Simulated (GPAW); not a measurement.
# Near-edge structure at the Te K edge of TiTe2 (P-3m1), part 3 of 3

Aim: the near-edge shape at the Te K edge of TiTe2 (P-3m1), and what the core hole does to it.

GPAW 26.7.0; X-ray absorption from dipole matrix elements to empty bands, plane-wave PAW revPBE.

So far. Step 3 (Spectrum without a core hole, Te atom 1): Main maxima below 27 eV (height): 11.8 eV (1.14). A K edge sees empty p states on the absorber. Step 5 (Spectrum with XCH, Te atom 1): Main maxima below 27 eV (height): 11.4 eV (1.16). 

## (7) Spectrum with XCH, Te atom 1

A smaller cell brings the holes closer; here they are 3.8 Å apart.

Changed against the first core-hole run: supercell atoms from 12 to 3; the field's mesh follows (3×3×3 to 6×6×3).

xas.py reads:

```python
import numpy as np
from ase import Atoms
from ase.parallel import parprint, paropen
from gpaw import GPAW, PW, FermiDirac, Mixer, MixerDif, setup_paths
from gpaw.test import gen
setup_paths.insert(0, '.')
gen('Te', name='fch1s', xcname='revPBE', corehole=(1, 0, 1), write_xml=True)
from gpaw.mpi import world
world.barrier()

atoms = Atoms('Te2Ti',
    cell=[[3.777, 0, 0],
     [-1.8885, 3.27097795, 0],
     [0, 0, 6.498]],
    scaled_positions=[[0.33333333, 0.66666667, 0.7372],
     [0.66666667, 0.33333333, 0.2628],
     [0, 0, 0]],
    pbc=True)
atoms.calc = calc = GPAW(legacy_gpaw=True, mode=PW(430), xc='revPBE', setups={0: 'fch1s'},
    kpts={'size': (6, 6, 3), 'gamma': True}, occupations=FermiDirac(0.1),
    charge=-1, mixer=Mixer(0.1, 5, 50), maxiter=150,
    convergence={'density': 0.0001}, txt='scf.txt')
energy = atoms.get_potential_energy() + calc.get_reference_energy()
ef = calc.get_fermi_level()
out = dict(energy=energy, fermi=ef, forces=atoms.get_forces().tolist())
parprint(f'all-electron energy {energy:.4f} eV, Fermi level {ef:.4f} eV')
ev = np.array([[calc.get_eigenvalues(k, s) for k in range(len(calc.get_ibz_k_points()))] for s in range(calc.get_number_of_spins())])
out['homo'], out['lumo'], out['counts'] = ev[ev < ef].max(), ev[ev > ef].min(), sorted(set((ev < ef).sum((0, 2)).tolist()))
out['filled'] = (ev[:, 0] < ef).sum(1).tolist()

from ase.units import Ha
from gpaw.xas import dipole_matrix_elements
nb = int(calc.get_number_of_electrons() / 2) + 56
top, nb = nb, nb + 8 + nb // 12
nscf = calc.fixed_density(kpts={'size': (6, 6, 3), 'gamma': True}, nbands=nb,
    convergence={'bands': top, 'eigenstates': 1e-5}, maxiter=60, txt='nscf.txt')
cell = atoms.cell.array
ops = [cell.T @ U.T @ np.linalg.inv(cell.T) for U in nscf.wfs.kd.symmetry.op_scc]
E = np.arange(-6, 34, 0.1)
fwhm = np.interp(E, [4, 25], [9.89, 9.89])
Y, X, zero, highest = 0, 0, 1e9, 1e9
for spin in range(nscf.get_number_of_spins()):
    wfs = nscf.wfs
    A = dipole_matrix_elements(wfs.setups[0])
    eps = np.zeros((wfs.kd.nibzkpts, nb))
    d = np.zeros((3, A.shape[1], wfs.kd.nibzkpts, nb), complex)
    for kpt in wfs.kpt_u:
        if kpt.s == spin and 0 in kpt.P_ani:
            eps[kpt.k] = kpt.eps_n * Ha
            d[:, :, kpt.k] = (kpt.weight * wfs.nspins / 2) ** 0.5 * np.inner(A, kpt.P_ani[0])
    world.sum(eps)
    world.sum(d)
    T = np.einsum('amkn,bmkn->abkn', d, d.conj()).real
    T = sum(np.einsum('ai,ijkn,bj->abkn', R, T, R) for R in ops) / len(ops)
    empty = eps > ef
    zero, highest = min(zero, eps[empty].min()), min(highest, eps[:, top - 1].min())
    lines = [(eps, T, empty)] if spin == 0 else lines + [(eps, T, empty)]
for eps, T, empty in lines:
    f = np.einsum('aakn->akn', T).reshape(3, -1)
    x = eps.ravel() - zero
    w = np.interp(x, E, fwhm) / 2.35482
    g = np.exp(-0.5 * ((E[:, None] - x) / w) ** 2) / (w * (2 * np.pi) ** 0.5)
    Y = Y + (f * empty.ravel()) @ g.T
    X = X + (f * ~empty.ravel()) @ g.T
out.update(E=E.round(2).tolist(), xas=Y.tolist(), xes=X.tolist(), zero=zero, valid=highest - zero, nk=len(eps), nb=nb)
for i in range(0, len(E), 10):
    parprint(f'{E[i]:7.2f}', *(f'{v:10.3e}' for v in Y[:, i]))
import json
with paropen('out.json', 'w') as f:
    json.dump(out, f)
```

Launch:

```
$ OMP_NUM_THREADS=1 mpirun -n 4 gpaw python xas.py
```

Numbers of over 12 decimals in the logs are rounded to 6 here.

The log of the run:

```text
Input parameters:
  charge: -1
  convergence: {density: 0.0001}
  kpts: {gamma: True,
         size: (6, 6, 3)}
  maxiter: 150
  mixer: {backend: pulay,
          beta: 0.1,
          method: separate,
          nmaxold: 5,
          weight: 50}
  mode: {ecut: 430.0,
         name: pw}
  occupations: {fixmagmom: False,
                name: fermi-dirac,
                width: 0.1}
  setups: {0: fch1s}
  xc: revPBE

[...]
*p    :     0.436552
*d    :     0.000000
--------------------------------

Diagonalizing with gridspacing h=0.050

state   all-electron     PAW
-------------------------------
5s:      -0.951470    -0.956491
5p:      -0.563448    -0.566095
*d:                   -0.148199
*f:                   -0.026196
-------------------------------
all-electron energy -360922.3541 eV, Fermi level 7.4218 eV
[...]
32.00  1.300e-08  1.300e-08  1.278e-08
  33.00  1.238e-08  1.238e-08  1.255e-08
[key lines of the parts left out:]
Converged after 20 iterations.
Dipole moment: (-0.077734, 0.044880, 0.259495) |e|*Ang
Free energy:    -23.566134
Fermi level: 7.42184
```

The job ended after 13 s (4 MPI ranks of Arm Neoverse V2, shared host; peak memory 0.21 GiB).

These settings depart from the first run's and aren't meant as converged.

Against the first run the r.m.s. difference is 3 %. The highest intensity below 24 eV goes from 11.4 eV (1.16) to 10.4 eV (1.18).

```
E (eV)  first run  this run
  -2.0       0.35      0.33
  -0.5       0.49      0.46
   1.0       0.63      0.61
   2.5       0.76      0.75
   4.0       0.87      0.88
   5.5       0.97      1.00
   7.0       1.05      1.09
   8.5       1.11      1.15
  10.0       1.15      1.18
  11.5       1.16      1.17
  13.0       1.15      1.13
  14.5       1.11      1.08
  16.0       1.06      1.03
  17.5       1.03      1.00
  19.0       1.01      0.99
  20.5       1.02      1.02
  22.0       1.04      1.07
  23.5       1.08      1.13
  25.0       1.13      1.19
  26.5       1.17      1.23
  28.0       1.19      1.25
  29.5       1.19      1.24
  31.0       1.16      1.20
```

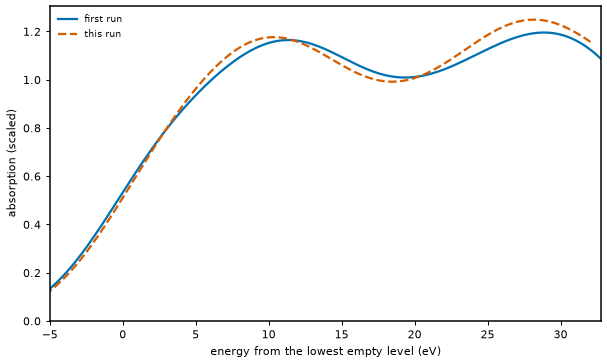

This run beside the first core-hole run.

## (8) What the core hole does

Both curves are counted from their own zero, so only the shift of weight within the empty states shows.

```
E (eV)  no hole   XCH
  -2.0     0.40  0.35
  -1.0     0.50  0.44
   0.0     0.60  0.53
   1.0     0.70  0.63
   2.0     0.78  0.71
   3.0     0.85  0.80
   4.0     0.91  0.87
   5.0     0.96  0.94
   6.0     1.00  0.99
   7.0     1.04  1.05
   8.0     1.07  1.09
   9.0     1.10  1.13
  10.0     1.12  1.15
  11.0     1.13  1.16
  12.0     1.14  1.16
  13.0     1.13  1.15
  14.0     1.11  1.12
  15.0     1.09  1.09
  16.0     1.06  1.06
  17.0     1.02  1.04
  18.0     0.99  1.02
  19.0     0.97  1.01
  20.0     0.96  1.01
  21.0     0.96  1.02
  22.0     0.96  1.04
  23.0     0.98  1.07
  24.0     1.00  1.10
  25.0     1.02  1.13
  26.0     1.05  1.15
  27.0     1.07  1.18
  28.0     1.10  1.19
  29.0     1.11  1.20
  30.0     1.12  1.19
  31.0     1.12  1.16
  32.0     1.12  1.13
```

With each curve scaled to its own mean, the area from −2 to 6 eV with the hole is 5.6 against 6.0, and the centre of weight from −1 to 20 eV moves by +0.2 eV (first and strongest maxima below 20 eV: 11.8 eV (1.14) without the hole, 11.4 eV (1.16) with it), a small effect on these measures.

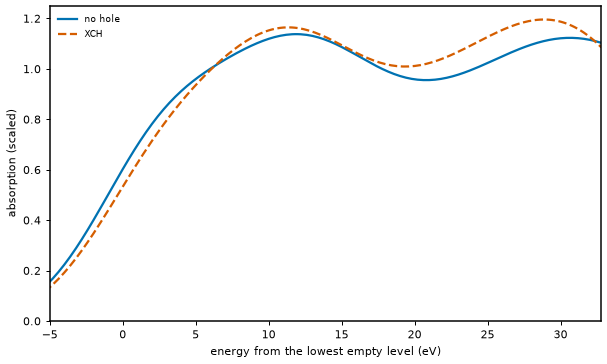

The Te K edge with and without the core hole, each from its own zero; the highest intensity below 24 eV lies at 11.4 eV with the hole.

## (9) Outcome

```json
{
 "absorber and edge": "Te K, atom 1 of the ground-state input (counted from 1)",
 "surroundings": "3 Ti at 2.77 Å (pyramidal, site symmetry 3m)",
 "highest intensity below 24 eV": "11.4 eV above the zero, height 1.16"
}
```

**Reading.** The Te K edge of atom 1, with 3 Ti at 2.77 Å (pyramidal, site symmetry 3m), has its highest intensity of the first 24 eV at 11.4 eV above the zero, 1.2 times the mean level of the first 20 eV (Gaussian full width 9.89 eV). With each curve scaled to its own mean, the area from −2 to 6 eV with the hole is 5.6 against 6.0, and the centre of weight from −1 to 20 eV moves by +0.2 eV (first and strongest maxima below 20 eV: 11.8 eV (1.14) without the hole, 11.4 eV (1.16) with it), a small effect on these measures. A cell with holes 3.8 Å apart changes the curve by 3 % r.m.s. (3 % after the best shift). The script folds with a Gaussian, whereas the core hole's own line is a Lorentzian, so the onset is too steep and the first peak too high. The unit cell's mesh shows no gap over 0.35 eV. That is right for a metallic compound; for a small-gap or correlated insulator it would be the fault of the functional or of the assumed magnetic order, and the hole would be screened too well. The structure is a published determination, not relaxed.

[Banner, clock and machine lines of the logs are left out without a mark of their own.]

[Logs are printed without paths, hosts, clocks, repeated set-up lines and the standing remarks that a program may print on its own settings, such as how far it seeks lower states.]

[Hosts, paths, dates, database ids (printed as entryN), source tags and the programs' standing remarks are cut or masked in the printed files.]

[Lists of maxima count a maximum above −3 eV only where it reaches 4 % of the highest in the window and stands out from its surroundings by 2 % of it (1.5 % where it reaches 55 %); shoulders and weaker maxima are passed over, and of the rest the first, up to two pre-edge ones and the few strongest are named.]
